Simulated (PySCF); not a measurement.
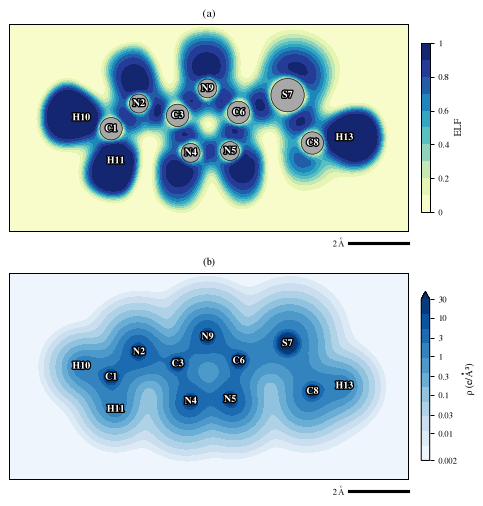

C$_{4}$H$_{5}$N$_{4}$S (SMILES C=Nc1n[n-]c(SC)n1) (charge −1). (a) electron localisation function; (b) electron density on the plane of atoms N2, C1 and H10. Grey discs cover the atomic cores in the ELF map.

Geometry: GFN2-xTB.

Level of theory: PySCF, KT3/pcSseg-1, SCF density, in a acetone solvent model, non-relativistic.

Input

```
{"job": {"xc": "KT3", "basis": "pcSseg-1", "solvent": "acetone", "kind": "nmr", "pop": true}, "charge": -1, "multiplicity": 1}
C      3.490667    -0.604672    -0.567773
N      2.765444     0.372363    -0.223285
C      1.412452     0.227457    -0.091602
N      0.719864    -0.909917    -0.249547
N     -0.556178    -0.611138    -0.025047
C     -0.562593     0.695202     0.254110
S     -2.047045     1.557715     0.626755
C     -3.212164     0.189421     0.339320
N      0.626796     1.282801     0.233138
H      4.558535    -0.437365    -0.650643
H      3.119800    -1.608678    -0.787216
H     -2.898952    -0.660765     0.936373
H     -4.198820     0.536849     0.632094
H     -3.191300    -0.078114    -0.712944
```

Launched as:

```sh
OMP_NUM_THREADS=1 python ens_run.py task.json out
```

**What does the map show?**

- Atoms in the plane: C, N, S and H.
- C–N (1.26 Å): ρ at the midpoint is about 2.8 e/Å³; the ELF peaks at about 0.90 between the atoms: a short, multiple covalent bond.
- N–N (1.33 Å): ρ at the midpoint is about 2.6 e/Å³; the ELF peaks at about 0.85 between the atoms; a covalent bond.
- C–S (1.76 Å): the density is about 1.4 e/Å³ at the midpoint; the ELF peaks at about 0.95 between the atoms: localised, covalent bonding.
- C–H (1.08 Å): ρ is about 2 e/Å³ halfway; the ELF climbs to about 1 towards the hydrogen, as it does in any bond to H: an ordinary covalent bond to hydrogen.
- C–N (1.33 Å): the density is about 2.5 e/Å³ at the midpoint; the ELF peaks at about 0.90 between the atoms: localised, covalent bonding.
- The ELF also peaks beside N4, N5, N2, N9 and S7, away from the bonds: lone-pair regions.
